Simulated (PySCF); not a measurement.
H4GeO2S2, SMILES [OH][Ge]([OH])([SH])[SH] at its CAM-B3LYP/def2-SVP optimised geometry (Å):

```
9

O      1.0141    -1.0449     0.0000
Ge    -0.7525    -1.0449     0.0000
O     -1.3940     0.6013     0.0000
S     -1.6072    -1.8760     1.8554
S     -1.2178    -2.1427    -1.8553
H      1.3940    -0.7872     0.8499
H     -1.3024     1.0449    -0.8532
H     -2.2055    -0.7001     2.1418
H      0.0941    -2.2563    -2.1533
```

Calculation: CAM-B3LYP/def2-TZVP in PySCF. Cells within 0.4 Å of a nucleus heavier than hydrogen are left out (blank, or x).

Map of the electron localisation function on the plane z = 0.0 Å:

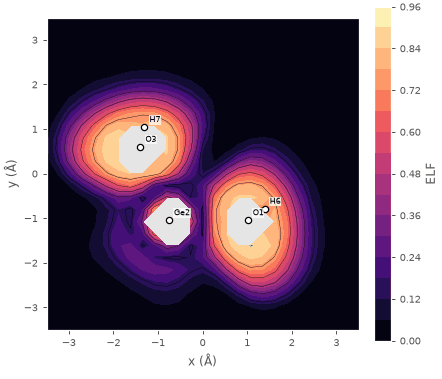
Figure. Electron localisation function on the plane z = 0.0 Å.
